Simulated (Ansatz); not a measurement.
**CH₇BOSSi (SMILES CB(S)O[SiH3]): density, localisation and related maps**

The calculation's input:

```
crystal:
  periodic: [false, false, false]
  atoms:
    - {symbol: C, position_ang: [-1.735566, -0.247879, 1.240992]}
    - {symbol: B, position_ang: [-0.445220, -0.459237, 0.380081]}
    - {symbol: S, position_ang: [0.137098, -2.166328, 0.130216]}
    - {symbol: O, position_ang: [0.185930, 0.622805, -0.144083]}
    - {symbol: Si, position_ang: [1.441730, 1.044896, -1.114010]}
    - {symbol: H, position_ang: [-1.509402, 0.406582, 2.089304]}
    - {symbol: H, position_ang: [-2.493875, 0.272177, 0.646235]}
    - {symbol: H, position_ang: [-2.172794, -1.170189, 1.625144]}
    - {symbol: H, position_ang: [1.224586, -1.901323, -0.613522]}
    - {symbol: H, position_ang: [2.124912, 2.202117, -0.491408]}
    - {symbol: H, position_ang: [2.408543, -0.075924, -1.267426]}
    - {symbol: H, position_ang: [0.911258, 1.417103, -2.447524]}
basis:
  gaussian: {orbitals: def2-TZVPP}
hamiltonian: {xc: pbe0, dispersion: d4}
output: {orbitals: {seedname: orbitals}}
```

Command:

```sh
ansatz run in.yaml --threads 4 --pin off --events-out ev --progress --plain --max-ram 10444MiB
```

Geometry: PBE0-D4/def2-TZVP.

Level of theory: Ansatz 0.2.0, RKS PBE0-D4/def2-TZVPP.

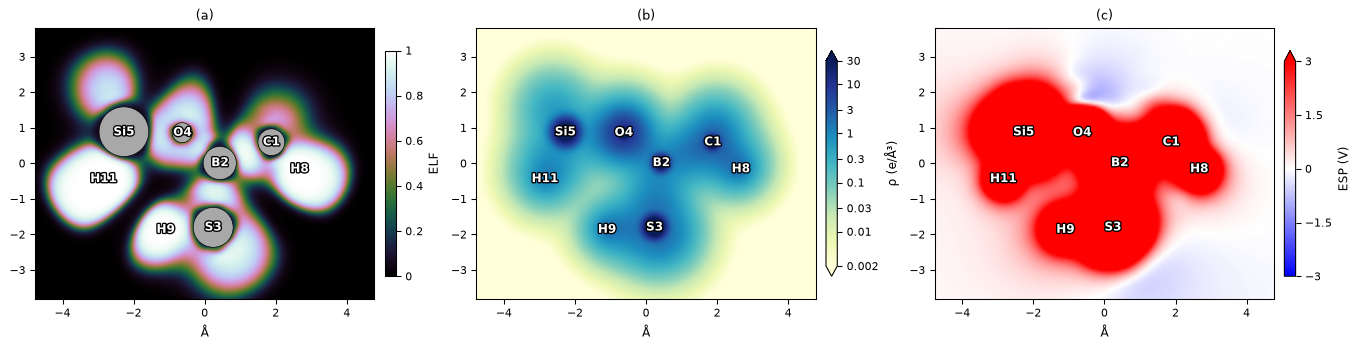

Figure 1. (a) electron localisation function; (b) total electron density; (c) molecular electrostatic potential on the plane of atoms B2, S3 and H9. Grey discs cover the atomic cores in the ELF map.

**Interpret the plot.**

- The plane passes through C, B, S, O, Si and H nuclei.
- B–O (1.36 Å): ρ is about 2.1 e/Å³ halfway; the ELF peaks at about 0.90 between the atoms, as expected for a polar covalent bond.
- C–B (1.57 Å): the density is about 1.5 e/Å³ at the midpoint; the ELF peaks at about 1 between the atoms (a shared electron pair).
- Si–O (1.64 Å): ρ at the midpoint is about 1.2 e/Å³; the ELF peaks at about 0.85 between the atoms, as expected for a polar covalent bond.
- B–S (1.82 Å): ρ is about 1.2 e/Å³ halfway; the ELF peaks at about 0.95 between the atoms; localised, covalent bonding.
- C–H (1.09 Å): ρ is about 2 e/Å³ halfway; the ELF climbs to about 1 towards the hydrogen, as it does in any bond to H (a covalent bond by its length).
- The ELF also peaks beside S3 and O4, away from the bonds: lone-pair regions.
- Outside the dense part of the molecule the potential is most negative (−0.9 V) near O4.

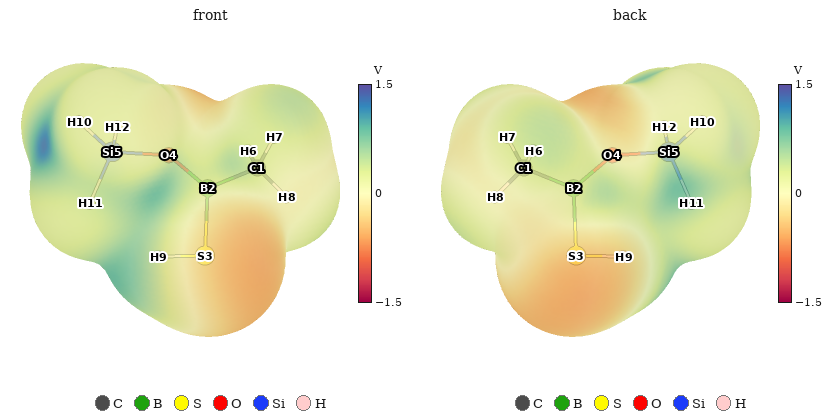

Figure 2. The molecular electrostatic potential painted on the density surface at 0.001 e/bohr³, seen from the front and from behind; red is negative and blue positive.

**Which sites attract a positive test charge, and which a negative one?**

A positive charge is drawn to the negative regions and a negative charge to the positive ones. The most negative region (about −0.6 V) lies over S3, the most positive (about +1.1 V) over Si5.

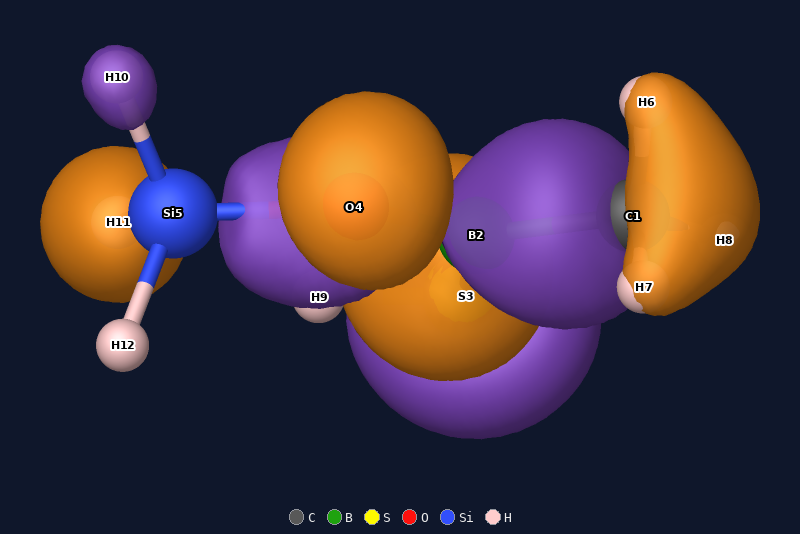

Figure 3. The HOMO−1 at ±0.1 Å⁻³ᐟ² (orange and purple are the two phases), seen from one side.

**What is the character of this orbital?**

Its weight (Hirshfeld) is mainly on S3 (about 30 %), O4 (about 25 %), C1 (about 15 %) and B2 (about 10 %). Its energy is −8.43 eV.
